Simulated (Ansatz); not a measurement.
## Electronic structure of C2H9NOSi (SMILES C[SiH2]OCN) in real space

The calculation's input:

```
crystal:
  periodic: [false, false, false]
  atoms:
    - {symbol: C, position_ang: [-1.067229, 1.775386, 0.984510]}
    - {symbol: Si, position_ang: [0.555208, 0.858841, 0.935921]}
    - {symbol: O, position_ang: [0.786548, 0.051472, -0.479351]}
    - {symbol: C, position_ang: [0.063564, -1.098497, -0.843253]}
    - {symbol: N, position_ang: [0.840330, -1.862899, -1.771892]}
    - {symbol: H, position_ang: [-1.161918, 2.327750, 1.923845]}
    - {symbol: H, position_ang: [-1.137808, 2.490494, 0.161507]}
    - {symbol: H, position_ang: [-1.914895, 1.088707, 0.915600]}
    - {symbol: H, position_ang: [0.595288, -0.114345, 2.069006]}
    - {symbol: H, position_ang: [1.694133, 1.802656, 1.045900]}
    - {symbol: H, position_ang: [-0.204223, -1.651818, 0.074874]}
    - {symbol: H, position_ang: [-0.868969, -0.810837, -1.344142]}
    - {symbol: H, position_ang: [1.547582, -2.418024, -1.309878]}
    - {symbol: H, position_ang: [0.259388, -2.468086, -2.333748]}
basis:
  gaussian: {orbitals: def2-TZVPP}
hamiltonian: {xc: pbe0, dispersion: d4}
output: {orbitals: {seedname: orbitals}}
```

Run with:

```sh
ansatz run in.yaml --threads 4 --pin off --events-out ev --progress --plain --max-ram 10444MiB
```

Geometry: PBE0-D4/def2-TZVP.

These are results of Ansatz, RKS PBE0-D4/def2-TZVPP, not measurements.

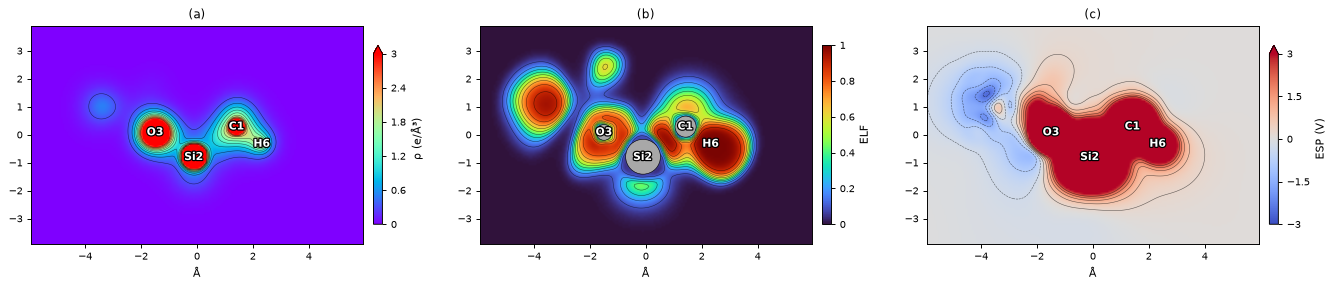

Figure 1. (a) electron density; (b) electron localisation function; (c) molecular electrostatic potential on the plane of atoms Si2, C1 and H6. Grey discs cover the atomic cores in the ELF map.

What do the fields say about this system?

- The section cuts through C, Si, O and H sites.
- Si–O (1.65 Å): the density is about 1.2 e/Å³ at the midpoint; the ELF peaks at about 0.85 between the atoms (a polar covalent bond).
- C–Si (1.86 Å): ρ is about 0.99 e/Å³ halfway; the ELF peaks at about 0.95 between the atoms, as expected for a covalent bond.
- C–H (1.09 Å): ρ is about 1.9 e/Å³ halfway; the ELF climbs to about 1 towards the hydrogen, as it does in any bond to H; a covalent bond by its length.
- The ELF also peaks beside O3 and N5, away from the bonds: lone-pair regions.
- Outside the dense part of the molecule the potential is most negative (−2.1 V) near N5, which lies off the plane.

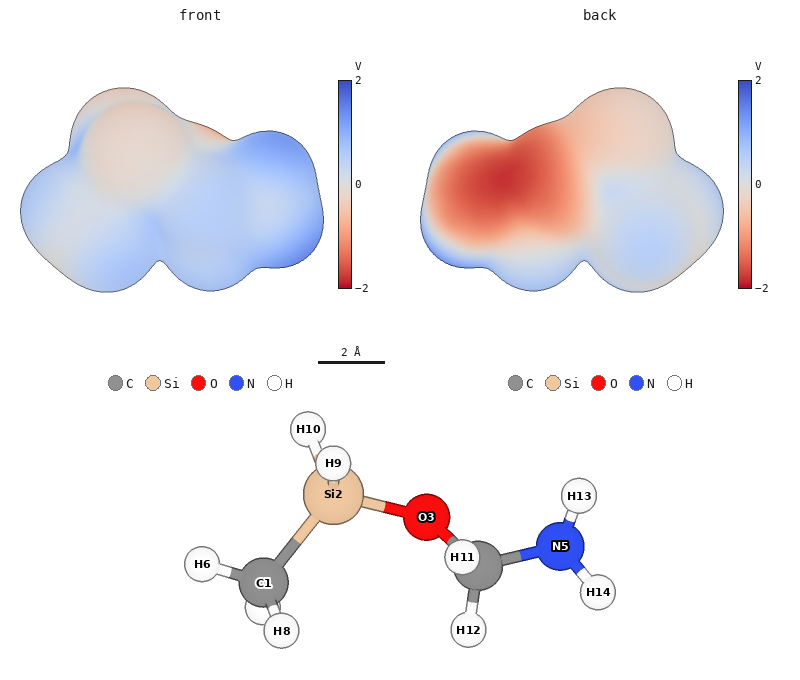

Figure 2. The electrostatic potential painted on the density surface at 0.001 e/bohr³, seen from the front and from behind; red is negative and blue positive. The bare structure is drawn below in the same view.

Where is the surface potential most negative and most positive?

The most negative region (about −1.8 V) lies over O3 and N5, the most positive (about +1.3 V) over H14.

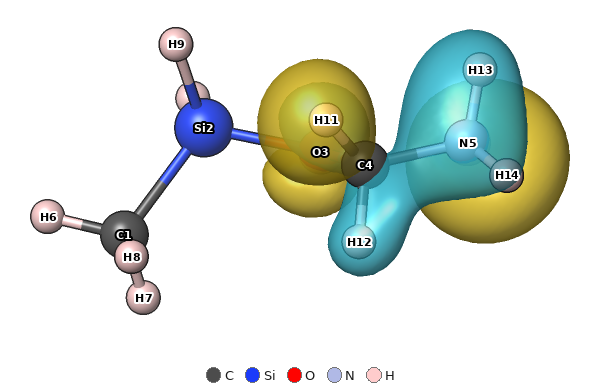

Figure 3. The HOMO at ±0.1 Å⁻³ᐟ² (yellow and cyan are the two phases), seen at a tilt.

What is the character of this orbital?

It lies mainly on N5 (about 60 %), C4 (about 10 %), O3 (about 10 %) and H11 (about 10 %). Its energy is −7.15 eV.
